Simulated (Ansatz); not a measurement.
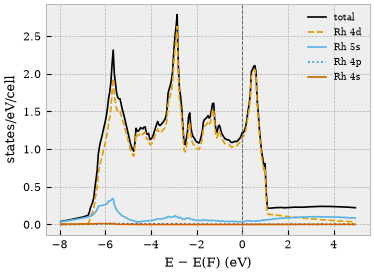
Figure: Total and projected density of states of Rh (fcc (Cu type), Fm-3m), DFT-LDA in the program Ansatz with PAW potentials

Task: Which orbitals carry the states next to the Fermi level?

Result: Within 0.5 eV of the Fermi level: Rh 4d 96 %. Projections are on Löwdin-orthogonalised atomic valence shells; empty p or d shells of many metals are not among them.

Task: Where is the tallest occupied peak in this window, and what makes it?

Result: Near -2.9 eV, about 2.8 states/eV per cell; the largest projected share is Rh 4d.

The LDA relaxation kept the symmetry of its start. No spin polarisation was allowed. Scalar-relativistic: spin–orbit coupling is off unless named, which matters more the heavier the elements.

Potentials: the earlier of the program's two PAW sets. The files were generated under PBE; for other functionals the program regenerates the frozen cores, and for LDA and PBEsol the local potential too.
